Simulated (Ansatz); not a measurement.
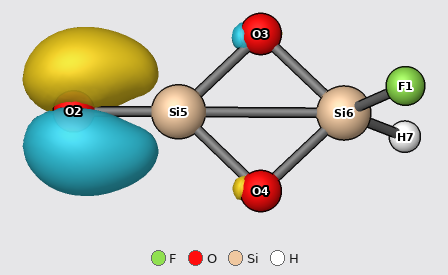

Figure 1: FHO3Si2. The HOMO at ±0.2 Å⁻³ᐟ² (yellow and cyan are the two phases), seen from one side.

Geometry: BLYP-D3(BJ)/def2-SVP.

Method: isolated molecule in a Gaussian basis; Kohn-Sham density functional theory, functional PBE0 (Ansatz).

```yaml
atoms:
  - { symbol: F, position_ang: [2.9859, -0.2807, -0.8210] }
  - { symbol: O, position_ang: [1.0282, 3.4117, 1.9637] }
  - { symbol: O, position_ang: [1.4053, 1.9902, -0.6437] }
  - { symbol: O, position_ang: [1.3386, 0.5185, 1.2609] }
  - { symbol: Si, position_ang: [1.2320, 2.2038, 1.0374] }
  - { symbol: Si, position_ang: [1.5253, 0.2958, -0.4267] }
  - { symbol: H, position_ang: [0.4946, -0.5213, -1.0941] }
```

> What is the character of this orbital?

By Hirshfeld shares it lies mainly on O2 (about 80 %) and Si5 (about 20 %). Its energy is −9.22 eV.
